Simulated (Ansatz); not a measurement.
Starting cell, ZnSe (zinc blende):

```
CELL_PARAMETERS angstrom
      0.00000     5.73302     5.73302
      2.86651     0.00000     2.86651
      2.86651     2.86651     0.00000
ATOMIC_POSITIONS crystal
  Se 0.37500 0.75000 0.75000
  Se 0.87500 0.75000 0.75000
  Zn 0.00000 0.00000 0.00000
  Zn 0.50000 0.00000 0.00000
```

The atoms are displaced by Q × the pattern below (from a DFPT mode at L = (0.5, 0.0, 0.0), largest move 1; Q in Å), at fixed cell. It is one choice among 2 degenerate patterns. (q is in reciprocal vectors of the primitive cell; the cell shown is doubled to hold the pattern.)

| atom | x | y | z |
|---|---|---|---|
| Se1 | 0.273 | -0.498 | 0.770 |
| Se2 | -0.273 | 0.498 | -0.770 |
| Zn3 | 0.285 | -0.520 | 0.805 |
| Zn4 | -0.285 | 0.520 | -0.805 |

Level of theory: PBE (plane waves to 420 eV, PAW, scalar-relativistic; Ansatz, an electronic-structure program). k mesh 5×10×10 (Γ-centred), Fermi-Dirac smearing 0.05 eV. E stands for the smeared free energy. The PAW data are Ansatz's earlier set. ZnSe was relaxed with its symmetry unable to fall. ΔE is measured from the undisplaced structure.

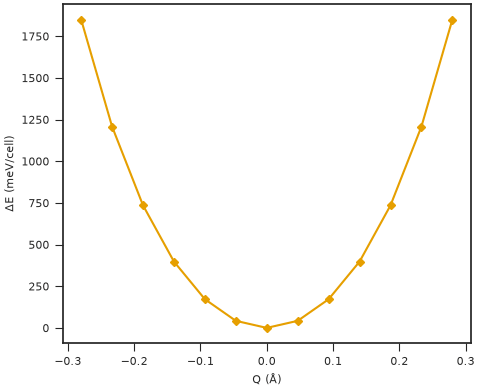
Fig. 1. ΔE (meV/cell) against Q (Å); markers are the computed points, lines only join them.

Problem. What is the energy change at Q = 0.280 Å?

Solution. About 1800 meV/cell.

Problem. What harmonic wavenumber does the curvature at Q = 0 give?

Solution. About 200 cm⁻¹.

(A displaced cell: forces are minus the slopes of the energy, force constants its curvatures, and phonons follow from these.)
